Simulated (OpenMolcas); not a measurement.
# Multiconfigurational calculation, with input and output: Ti²⁺ complex

Ti²⁺ with 6 ligands (H2O and Cl; tetragonal octahedron, 2.07 Å), with no charges around it. Computed at this level: state-averaged CASSCF, active space 2 electrons in the shell 3d, basis ANO-RCC-VDZP on the metal and ANO-RCC-VDZP on the ligands, DKH2 scalar Hamiltonian, spin-orbit coupling by RASSI with atomic mean-field integrals (OpenMolcas).

Results in brief:

- outcome: converged
- energy of the lowest spin-free term: −2079.29730 hartree
- energy of the lowest spin-orbit level: −2079.29734 hartree
- largest spread among components of a term: 0.0 cm⁻¹
- hardware: 1 thread of Arm Neoverse V1, 24 GiB of memory available, shared host
- wall time: 36 s
- peak memory: 0.18 GiB

Notes:

Without dynamic correlation the splittings between terms come out too large, often by 20 to 50 %. To bear in mind: distances are set from ionic radii, not optimised.

The input:
```
&GATEWAY
Coord
15

Ti 0.0 0.0 0.0
O 2.070000 0.000000 0.000000
H 2.646978 0.779741 0.000000
H 2.646978 -0.779741 0.000000
O 0.000000 2.070000 0.000000
H 0.000000 2.646978 0.779741
H 0.000000 2.646978 -0.779741
O -2.070000 0.000000 0.000000
H -2.646978 0.779741 0.000000
H -2.646978 -0.779741 0.000000
O 0.000000 -2.070000 0.000000
H 0.000000 -2.646978 0.779741
H 0.000000 -2.646978 -0.779741
Cl 0.000000 0.000000 2.442600
Cl 0.000000 0.000000 -2.442600
Basis=Ti.ANO-RCC-VDZP,Cl.ANO-RCC-VDZP,H.ANO-RCC-VDZP,O.ANO-RCC-VDZP
Group=XYZ
NoMove
AngMom=0.0 0.0 0.0
AMFI
RICD
&SEWARD
&RASSCF
FileOrb=start.orb
Symmetry=1
Spin=3
nActEl=2 0 0
Inactive=22 25
Ras2=5 0
CIRoot=10 10 1
SDav=10
CIMx=300
Iter=150 100
PrWF=0.3
OrbListing=Nothing
MaxOrb=0
LevShft=1.0
>>> COPY $Project.JobIph JOB001
&RASSCF
FileOrb=start.orb
Symmetry=1
Spin=1
nActEl=2 0 0
Inactive=22 25
Ras2=5 0
CIRoot=15 15 1
SDav=15
CIMx=300
Iter=150 100
PrWF=0.3
OrbListing=Nothing
MaxOrb=0
LevShft=1.0
>>> COPY $Project.JobIph JOB002
&RASSI
NrOfJobIphs=2 10 15
1 2 3 4 5 6 7 8 9 10
1 2 3 4 5 6 7 8 9 10 11 12 13 14 15
IphNames
JOB001
JOB002
EJob
SpinOrbit
DIPRint=1.0
SOCoupling=1000.0
Subsets=2
Property=9
'ANGMOM' 1 'ANGMOM' 2 'ANGMOM' 3 'MLTPL  1' 1 'MLTPL  1' 2 'MLTPL  1' 3
'AMFI' 1 'AMFI' 2 'AMFI' 3
SOProperty=3
'ANGMOM' 1 'ANGMOM' 2 'ANGMOM' 3
```

The file start.orb holds starting orbitals from an earlier step. A driver script formed the levels outside the program, from RASSI's spin-orbit matrix and the active-space energies, averaged over the components of each term or state.

Launched with:
```bash
OMP_NUM_THREADS=1 MOLCAS_MEM=2457 MOLCAS_PROJECT=a pymolcas a.inp > a.log  # once for each step of the input, in one work folder
```

The program's output (extracts):
```
--- SEWARD ---
Basis set label: TI.ANO-RCC...5S4P2D1F.

      Electronic valence basis set:
      ------------------
      Associated Effective Charge  22.000000 au
      Associated Actual Charge     22.000000 au
      Nuclear Model: Point charge

      Shell  nPrim  nBasis  Cartesian Spherical Contaminant
         s      21       5        X
         p      15       4        X
         d      10       2                 X
         f       6       1                 X
                  Relativistic Douglas-Kroll-Hess integrals:
                    - DKH order of Hamiltonian: 2
                    - DKH order of Properties : 0
                  Atomic mean-field integrals
--- RASSCF ---
Wave function specifications:
      -----------------------------

      Number of closed shell electrons          94
      Number of electrons in active shells       2
      Max number of holes in RAS1 space          0
      Max nr of electrons in RAS3 space          0
      Number of inactive orbitals               47
      Number of active orbitals                  5
      Number of secondary orbitals             114
      Spin quantum number                      1.0
      State symmetry                             1
Orbital specifications:
      -----------------------

      Symmetry species                           1   2
                                                ag  au
      Frozen orbitals                            0   0
      Inactive orbitals                         22  25
      Active orbitals                            5   0
      RAS1 orbitals                              0   0
      RAS2 orbitals                              5   0
      RAS3 orbitals                              0   0
      Secondary orbitals                        54  60
      Deleted orbitals                           0   0
      Number of basis functions                 81  85
      Number of CSFs                            10
      Number of root(s) required                10
      Iter CI   SX   CI       RASSCF       Energy    max ROT     max BLB   max BLB  Level Ln srch  Step   QN
          iter iter root      energy       change     param      element    value   shift minimum  type update
 Nr of preliminary CI iterations:   1
      Total energies have been shifted. Add                -2000.00 au
        1   1   11    0   -79.10888979    0.00E+00  -4.80E-02   16  39 1  1.69E-01*  1.03   0.00    SX    NO
        2   1   11    0   -79.18989831   -8.10E-02* -3.21E-02   20  25 1  8.80E-02*  1.04   0.00    SX    NO
        3   1   10    0   -79.21379365   -2.39E-02* -2.12E-02   20  25 1  5.83E-02*  1.05   0.00    SX    NO
        4   1   10    0   -79.22235414   -8.56E-03* -1.40E-02   20  25 1  3.85E-02*  1.05   0.00    SX    NO
        5   1   10    0   -79.22578380   -3.43E-03* -1.92E-02   20  25 1  2.56E-02*  1.05   2.50    LS   YES
        6   1   10    0   -79.22809660   -2.31E-03*  7.60E-03   20  28 1 -9.69E-03*  1.05   1.34    QN   YES
        7   1    9    0   -79.22843259   -3.36E-04*  4.22E-03   20  28 1 -4.53E-03*  1.05   1.39    QN   YES
        8   1    9    0   -79.22853011   -9.75E-05* -3.33E-03   17  27 1  2.54E-03*  1.05   1.54    QN   YES
        9   1    8    0   -79.22856354   -3.34E-05*  1.77E-03   20  34 1 -1.11E-03*  1.04   1.33    QN   YES
       10   1    8    0   -79.22857097   -7.43E-06*  1.29E-03   20  34 1 -4.82E-04*  1.04   1.50    QN   YES
       11   1    8    0   -79.22857367   -2.70E-06* -9.07E-04   17  27 1 -4.40E-04*  1.04   1.43    QN   YES
       12   1    7    0   -79.22857451   -8.39E-07* -6.37E-04   17  27 1 -2.54E-04*  1.04   1.45    QN   YES
       13   1    7    0   -79.22857478   -2.74E-07* -4.64E-04   16  28 1 -8.68E-05   1.04   1.47    QN   YES
       14   1    7    0   -79.22857488   -9.90E-08* -6.95E-04   20  35 1  7.56E-05   1.04   2.50    LS   YES
       15   1    6    0   -79.22857486    2.33E-08* -2.95E-04   17  27 1  2.00E-04*  1.04   0.39    LS   YES
       16   1    7    0   -79.22857489   -3.66E-08* -7.17E-05   17  27 1  1.36E-04*  1.04   1.44    QN   YES
       17   1    6    0   -79.22857493   -4.21E-08* -7.94E-05   17  27 1  7.01E-05   1.04   2.11    LS   YES
       18   1    6    0   -79.22857495   -1.69E-08* -2.31E-04   20  28 1  3.98E-05   1.04   1.05    QN   YES
       19   1    6    0   -79.22857497   -1.51E-08* -2.38E-04   20  28 1  2.42E-05   1.04   2.10    QN   YES
       20   1    5    0   -79.22857497   -8.46E-09  -2.67E-05   23  41 2 -1.20E-05   1.04   1.18    QN   YES
      Convergence after 20 iterations
       21   1    5    0   -79.22857498   -1.25E-09  -2.67E-05   23  41 2 -7.51E-06   1.04   1.18    QN   YES
      Natural orbitals and occupation numbers for root  1
      sym 1:   0.964666   0.964666   0.035334   0.035334  -0.000000
      Natural orbitals and occupation numbers for root  2
      sym 1:   0.946727   0.053273   0.053273   0.946727  -0.000000
      Natural orbitals and occupation numbers for root  3
      sym 1:   0.048077   0.951923   0.000000   0.951923   0.048077
::    RASSCF root number  1 Total energy:  -2079.29729966
::    RASSCF root number  2 Total energy:  -2079.28775058
::    RASSCF root number  3 Total energy:  -2079.28706925
::    RASSCF root number  4 Total energy:  -2079.24004441
::    RASSCF root number  5 Total energy:  -2079.23384796
::    RASSCF root number  6 Total energy:  -2079.22434655
::    RASSCF root number  7 Total energy:  -2079.18882471
::    RASSCF root number  8 Total energy:  -2079.18233029
::    RASSCF root number  9 Total energy:  -2079.17700979
::    RASSCF root number 10 Total energy:  -2079.16722654
--- RASSCF ---
Wave function specifications:
      -----------------------------

      Number of closed shell electrons          94
      Number of electrons in active shells       2
      Max number of holes in RAS1 space          0
      Max nr of electrons in RAS3 space          0
      Number of inactive orbitals               47
      Number of active orbitals                  5
      Number of secondary orbitals             114
      Spin quantum number                      0.0
      State symmetry                             1
Orbital specifications:
      -----------------------

      Symmetry species                           1   2
                                                ag  au
      Frozen orbitals                            0   0
      Inactive orbitals                         22  25
      Active orbitals                            5   0
      RAS1 orbitals                              0   0
      RAS2 orbitals                              5   0
      RAS3 orbitals                              0   0
      Secondary orbitals                        54  60
      Deleted orbitals                           0   0
      Number of basis functions                 81  85
      Number of CSFs                            15
      Number of root(s) required                15
      Iter CI   SX   CI       RASSCF       Energy    max ROT     max BLB   max BLB  Level Ln srch  Step   QN
          iter iter root      energy       change     param      element    value   shift minimum  type update
 Nr of preliminary CI iterations:   1
      Total energies have been shifted. Add                -2000.00 au
        1   1   11    0   -79.17425323    0.00E+00  -1.09E-02   27  33 1 -7.03E-03*  0.94   0.00    SX    NO
        2   1   11    0   -79.17497074   -7.18E-04*  6.09E-03   13  38 2 -5.30E-03*  0.93   0.00    SX    NO
        3   1   11    0   -79.17524635   -2.76E-04*  4.41E-03   20  25 1  2.93E-03*  0.93   0.00    SX    NO
        4   1   11    0   -79.17538788   -1.42E-04* -3.57E-03   20  25 1  2.19E-03*  0.93   0.00    SX    NO
        5   1   10    0   -79.17547185   -8.40E-05* -5.19E-03   20  25 1  1.62E-03*  0.93   2.50    LS   YES
        6   1   10    0   -79.17555957   -8.77E-05* -7.45E-03   25  28 1  8.93E-04*  0.93   2.50    LS   YES
        7   1   10    0   -79.17561435   -5.48E-05* -4.46E-03   13  38 2  9.39E-04*  0.92   1.16    QN   YES
        8   1   10    0   -79.17564084   -2.65E-05* -6.49E-03   13  38 2  7.38E-04*  0.92   2.50    LS   YES
        9   1   10    0   -79.17566291   -2.21E-05*  5.44E-03   20  25 1 -9.36E-04*  0.92   1.62    QN   YES
       10   1    9    0   -79.17567762   -1.47E-05*  3.06E-03   20  25 1 -6.21E-04*  0.92   1.38    QN   YES
       11   1    9    0   -79.17568230   -4.68E-06*  3.31E-03   13  38 2 -3.09E-04*  0.92   1.77    QN   YES
       12   1    8    0   -79.17568571   -3.41E-06*  2.12E-03   17  27 1 -2.50E-04*  0.92   1.56    QN   YES
       13   1    8    0   -79.17568731   -1.60E-06* -8.81E-04   20  25 1  2.20E-04*  0.92   1.50    QN   YES
       14   1    8    0   -79.17568792   -6.12E-07*  3.61E-04   20  25 1  1.66E-04*  0.92   1.52    QN   YES
       15   1    8    0   -79.17568813   -2.08E-07* -1.75E-04   20  25 1  7.04E-05   0.92   1.44    QN   YES
       16   1    7    0   -79.17568820   -6.23E-08*  8.07E-05   17  27 1  2.98E-05   0.92   1.38    QN   YES
       17   1    6    0   -79.17568821   -1.55E-08* -4.54E-05   17  27 1  1.85E-05   0.92   1.38    QN   YES
       18   1    6    0   -79.17568821   -3.66E-09  -2.05E-05   20  28 1 -7.48E-06   0.92   1.35    QN   YES
      Convergence after 18 iterations
       19   1    6    0   -79.17568821   -7.68E-10  -2.05E-05   20  28 1 -3.51E-06   0.92   1.35    QN   YES
      Natural orbitals and occupation numbers for root  1
      sym 1:   0.976640   0.976640   0.000000   0.023360   0.023360
      Natural orbitals and occupation numbers for root  2
      sym 1:   0.977856   1.006008   0.007390   0.000000   0.008747
      Natural orbitals and occupation numbers for root  3
      sym 1:   0.049200   0.950800   0.049200  -0.000000   0.950800
::    RASSCF root number  1 Total energy:  -2079.24671729
::    RASSCF root number  2 Total energy:  -2079.24584624
::    RASSCF root number  3 Total energy:  -2079.23596140
::    RASSCF root number  4 Total energy:  -2079.23557173
::    RASSCF root number  5 Total energy:  -2079.23303287
::    RASSCF root number  6 Total energy:  -2079.18187543
::    RASSCF root number  7 Total energy:  -2079.18110914
::    RASSCF root number  8 Total energy:  -2079.17612134
::    RASSCF root number  9 Total energy:  -2079.16718848
::    RASSCF root number 10 Total energy:  -2079.16606162
::    RASSCF root number 11 Total energy:  -2079.16104602
::    RASSCF root number 12 Total energy:  -2079.15378649
::    RASSCF root number 13 Total energy:  -2079.10892448
::    RASSCF root number 14 Total energy:  -2079.10785908
::    RASSCF root number 15 Total energy:  -2079.03422161
--- RASSI ---
SPIN-FREE ENERGIES:
  (Shifted by EMIN (a.u.) =      -2079.2972996645)

 SF State       Relative EMIN(au)   Rel lowest level(eV)    D:o, cm**(-1)

     1             0.0000000000        0.0000000000              0.0000
     2             0.0095490883        0.2598439307           2095.7826
     3             0.0102304110        0.2783836658           2245.3157
    11             0.0505823773        1.3764166049          11101.5486
    12             0.0514534212        1.4001189168          11292.7206
     4             0.0572552543        1.5579948385          12566.0758
    13             0.0613382596        1.6690990729          13462.1919
    14             0.0617279342        1.6797026594          13547.7156
     5             0.0634517014        1.7266087539          13926.0388
    15             0.0642667990        1.7487886895          14104.9320
     6             0.0729531149        1.9851553867          16011.3580
     7             0.1084749513        2.9517537988          23807.5000
     8             0.1149693722        3.1284759932          25232.8606
    16             0.1154242317        3.1408533500          25332.6907
    17             0.1161905287        3.1617053547          25500.8735
     9             0.1202898699        3.2732541126          26400.5749
    18             0.1211783239        3.2974301755          26595.5680
    10             0.1300731227        3.5394699823          28547.7507
    19             0.1301111870        3.5405057633          28556.1048
    20             0.1312380397        3.5711689881          28803.4204
    21             0.1362536423        3.7076504871          29904.2179
    22             0.1435131784        3.9051925284          31497.5019
    23             0.1883751853        5.1259499258          41343.5743
    24             0.1894405834        5.1549408861          41577.4022
    25             0.2630780509        7.1587184555          57738.9582
     Dipole printing threshold changed to   1.00000000E+00
Eigenvalues of complex Hamiltonian:
   -----------------------------------
  (Shifted by EMIN (a.u.) =      -2079.2972996645)

 SO State       Relative EMIN(au)   Rel lowest level(eV)    D:o, cm**(-1)

     1            -0.0000382646        0.0000000000              0.0000
     2            -0.0000213313        0.0004607766              3.7164
     3            -0.0000195792        0.0005084543              4.1010
     4             0.0093838999        0.2563901574           2067.9261
     5             0.0093883485        0.2565112089           2068.9024
     6             0.0095558688        0.2610696695           2105.6689
     7             0.0102356574        0.2795676584           2254.8652
     8             0.0103747189        0.2833517148           2285.3857
     9             0.0103923898        0.2838325651           2289.2640
    10             0.0505360915        1.3761983356          11099.7881
    11             0.0514526515        1.4011392048          11300.9498
    12             0.0572090876        1.5577798101          12564.3415
    13             0.0572567549        1.5590769048          12574.8033
    14             0.0572814227        1.5597481490          12580.2172
    15             0.0612098553        1.6666462450          13442.4085
    16             0.0617511007        1.6813742849          13561.1982
    17             0.0634572368        1.7278006125          13935.6518
    18             0.0634698531        1.7281439187          13938.4207
    19             0.0635564658        1.7305007710          13957.4300
    20             0.0642635899        1.7497425991          14112.6258
    21             0.0729611682        1.9864157609          16021.5236
    22             0.0729697820        1.9866501540          16023.4141
    23             0.0729724092        1.9867216444          16023.9907
    24             0.1084577371        2.9523266069          23812.1200
    25             0.1084663253        2.9525603038          23814.0049
    26             0.1084668287        2.9525740011          23814.1153
    27             0.1148508349        3.1262916609          25215.2428
    28             0.1149561952        3.1291586606          25238.3667
    29             0.1149760026        3.1296976480          25242.7139
    30             0.1155259330        3.1446620164          25363.4097
    31             0.1161675356        3.1621209133          25504.2252
    32             0.1202298897        3.2726631997          26395.8088
    33             0.1203077753        3.2747825744          26412.9027
    34             0.1203315092        3.2754284074          26418.1117
    35             0.1212357673        3.3000345231          26616.5734
    36             0.1299152446        3.5362151311          28521.4985
    37             0.1299210448        3.5363729635          28522.7715
    38             0.1301016854        3.5412884439          28562.4175
    39             0.1302996445        3.5466751848          28605.8645
    40             0.1314104751        3.5769024266          28849.6637
    41             0.1362571863        3.7087881566          29913.3938
Weights of the five most important spin-orbit-free states for each spin-orbit state.

 SO State  Total energy (au)           Spin-free states, spin, and weights
 -------------------------------------------------------------------------------------------------------
    1        -0.000038       1 1.0  0.9973    2 1.0  0.0014    3 1.0  0.0011    4 1.0  0.0001    5 1.0  0.0001
    2        -0.000021       1 1.0  0.9984    2 1.0  0.0015    5 1.0  0.0001   13 0.0  0.0000   17 0.0  0.0000
    3        -0.000020       1 1.0  0.9987    3 1.0  0.0012    4 1.0  0.0001   14 0.0  0.0000   19 0.0  0.0000
    4         0.009384       2 1.0  0.8359    3 1.0  0.1633    1 1.0  0.0004   12 0.0  0.0001    6 1.0  0.0001
    5         0.009388       2 1.0  0.8456    3 1.0  0.1542    4 1.0  0.0001   11 0.0  0.0001    5 1.0  0.0000
    6         0.009556       2 1.0  0.9984    1 1.0  0.0015    6 1.0  0.0001   13 0.0  0.0000   17 0.0  0.0000
    7         0.010236       3 1.0  0.9987    1 1.0  0.0012    6 1.0  0.0001   14 0.0  0.0000   18 0.0  0.0000
    8         0.010375       3 1.0  0.8456    2 1.0  0.1543    5 1.0  0.0001    4 1.0  0.0000   11 0.0  0.0000
    9         0.010392       3 1.0  0.8353    2 1.0  0.1625    1 1.0  0.0021    5 1.0  0.0001   12 0.0  0.0000
   10         0.050536      11 0.0  0.9943    4 1.0  0.0042    5 1.0  0.0013    2 1.0  0.0001    7 1.0  0.0000
   11         0.051453      12 0.0  0.9997    3 1.0  0.0001    2 1.0  0.0001    7 1.0  0.0001    8 1.0  0.0001
   12         0.057209       4 1.0  0.9901   14 0.0  0.0096    6 1.0  0.0001    1 1.0  0.0001   10 1.0  0.0001
```

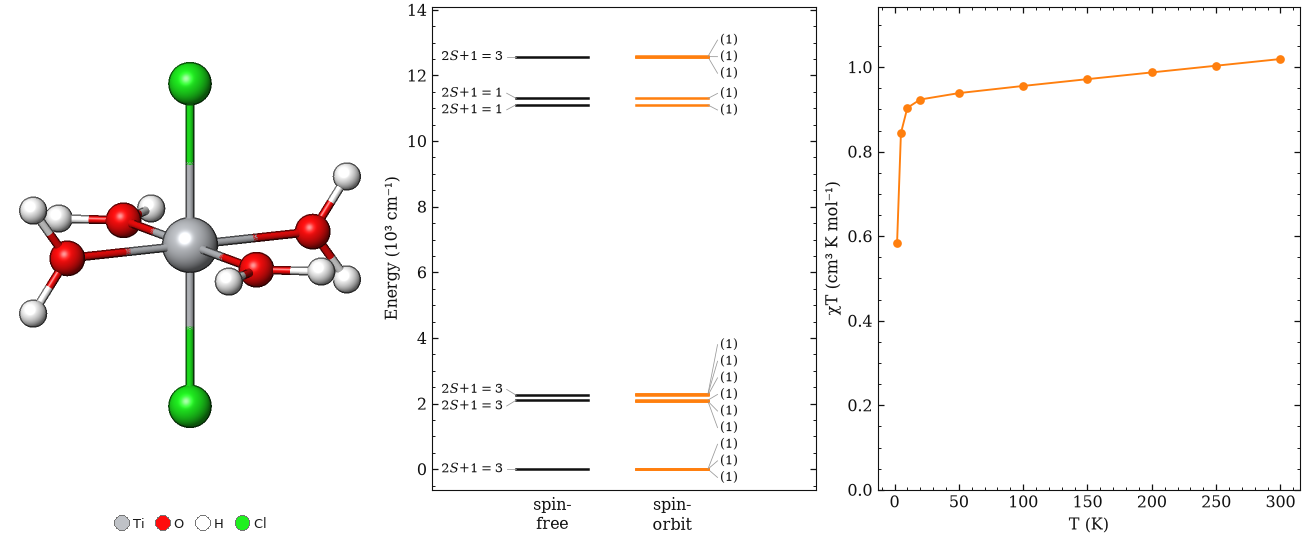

**Figure 1.** Ti²⁺ (3d²) with 6 ligands, H₂O with axial Cl⁻, at 2.07 Å (arrangement: tetragonal octahedron, Ci), axial distortion 1.18, and its levels and susceptibility. Labels give the representation in O, Td, D4 or D3 as the site allows (double group for half-integer spin) where it could be assigned and, in brackets, the degeneracy; spin-free states, where drawn, share the zero of the spin-orbit levels. Powder susceptibility by Van Vleck's formula. The ground level is non-degenerate, 100 % from states of spin multiplicity 3. The next level lies at 3.7 cm⁻¹. χT is 0.584 cm³ K mol⁻¹ at 2 K and 1.02 at 300 K, an effective moment of 2.86 μB. The active orbitals hold 87 to 95 % metal character (Löwdin), and the Mulliken charge of the metal is +1.58.
